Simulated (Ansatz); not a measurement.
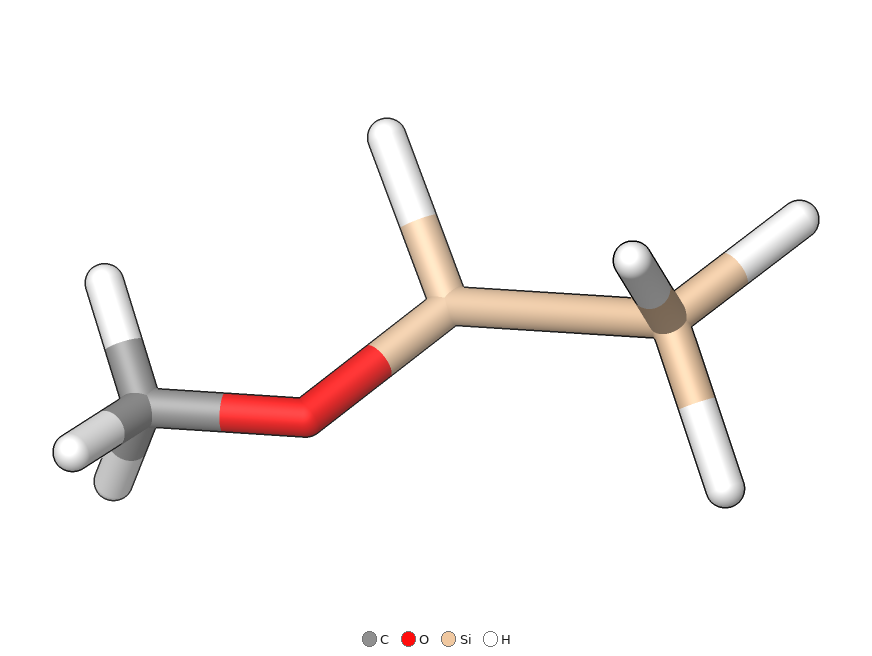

Charge 0, doublet. The computed structure is the end point of a PBE-D4/def2-SVP optimisation. No frequency run is at hand to confirm it as a minimum. Method: UKS PBE-D4/def2-SVP (Ansatz 0.2.0).

Question: What is the dipole moment?

Answer: 1.31 D.

Question: Estimate the ⟨S²⟩ of the determinant.

Answer: 0.752.

Question: What is the dispersion correction?

Answer: −21.5 kJ/mol.
